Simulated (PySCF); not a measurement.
**FH8NSi2, SMILES `[SiH3]N.[SiH3]F`: what the electrons do**

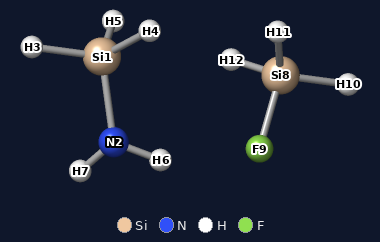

The molecule, with its atoms numbered as below. The pair's geometry is semi-empirical, so its contact may be too short or too long.

Cartesian coordinates (Å):

```
Si1     -2.0467    0.5655    0.0293
N2      -1.7155   -1.1208   -0.0089
H3      -3.4663    0.6831   -0.2997
H4      -1.7468    0.9920    1.3952
H5      -1.2730    1.4012   -0.9077
H6      -0.8047   -1.4359    0.2847
H7      -2.0063   -1.6513   -0.8144
Si8      2.0886    0.4825   -0.0451
F9       1.5627   -1.0328    0.0965
H10      3.5275    0.3832    0.1500
H11      1.4048    1.2202    1.0023
H12      1.7228    0.8770   -1.3956
```

### 1. Bonding charge

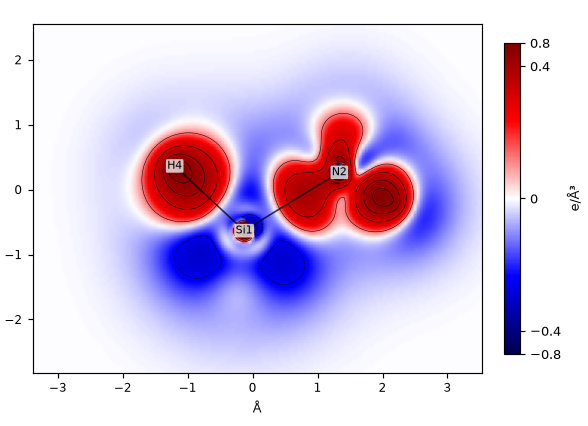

Deformation density (molecule less spherical, spin-averaged free atoms) in the plane of Si1, N2 and H4; colour scale in e/Å³, logarithmic beyond ±0.1; red: gain, blue: loss.

Computed with PySCF, PBE0/def2-SVPD, geometry: GFN2-xTB.

> Describe the bonding that the map shows.

Si1–H4: +0.18 e/Å³ at the bond critical point (bond length 1.46 Å). Si1–N2: +0.09 e/Å³ at the bond critical point (bond length 1.72 Å); up to 0.6 Å beside the axis the gain reaches +0.38 e/Å³. In all, 2.7 electrons gather in the regions of gain relative to the promolecule. A small or negative value marks a very polar bond, one between electron-rich atoms, whose free-atom densities already overlap strongly, a long bond to a heavier atom, or a closed-shell contact such as a hydrogen bond.

> Where do the Hirshfeld charges lie?

The highest Hirshfeld charge is on Si8 (+0.42 e), the lowest on N2 (−0.30 e).

### 2. Local ionisation energy

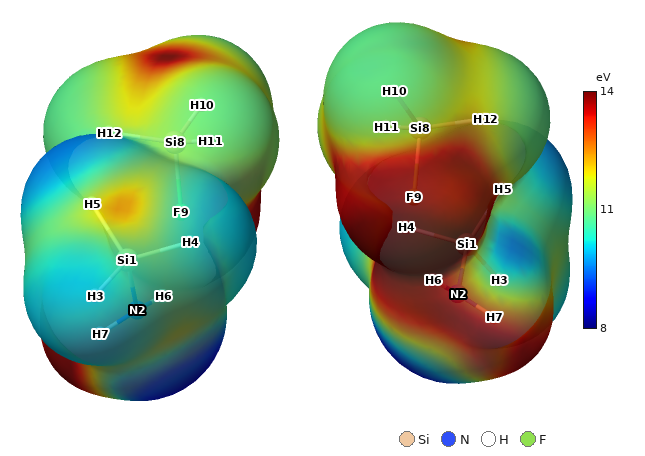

Average local ionisation energy on the surface of electron density 0.001 a.u. (back view left, front view right).

> Where are the most loosely bound electrons on this surface?

The lowest value is 8.3 eV, 2.0 Å from N2. Further minima include 9.5 eV, 1.8 Å from H7; 9.6 eV, 1.5 Å from H5; 10.8 eV, 1.4 Å from H10. For comparison, the highest occupied orbital lies at −7.3 eV.

> What volume does the surface enclose, and what is the dipole moment?

About 142 Å³; the dipole moment is 1.9 D.

### 3. Weak contacts

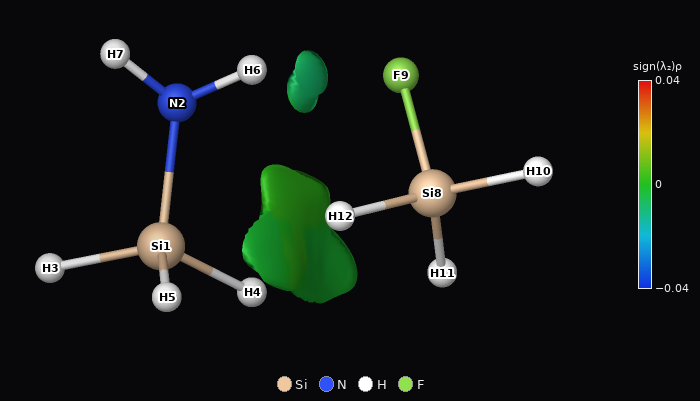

Non-covalent interaction surfaces between the fragments (reduced density gradient s = 0.6, coloured by sign(λ₂)ρ in a.u.; trimmed to the region between the fragments where ρ is under 0.06 a.u.). Fragment A: SiH5N (atoms 1–7); fragment B: SiH3F.

PySCF calculation, PBE0/def2-SVPD, gas phase; geometry: GFN2-xTB.

> Which interactions hold the two fragments together?

Bond critical points between the fragments: H6···F9, hydrogen bond, 2.41 Å, ρ = 0.008 a.u.; H5···Si8, 3.59 Å, ρ = 0.003 a.u., a bond path close to vanishing (ellipticity 8.9). All are weak and appear green, as weak hydrogen bonds do. Several contacts close a ring, whose ring point adds a part with positive λ₂ between them. The pose is a local one from a semi-empirical search, not shown to be the most stable.

> How strongly are they bound?

The counterpoise-corrected interaction energy of the frozen fragments is −1.2 kcal/mol without dispersion correction and −2.6 kcal/mol with D3(BJ). The pair geometry is semi-empirical, not a minimum at this level.

The PySCF runs shown took 21 s and 49 s on 1 thread of Arm Neoverse V1, on a shared host.
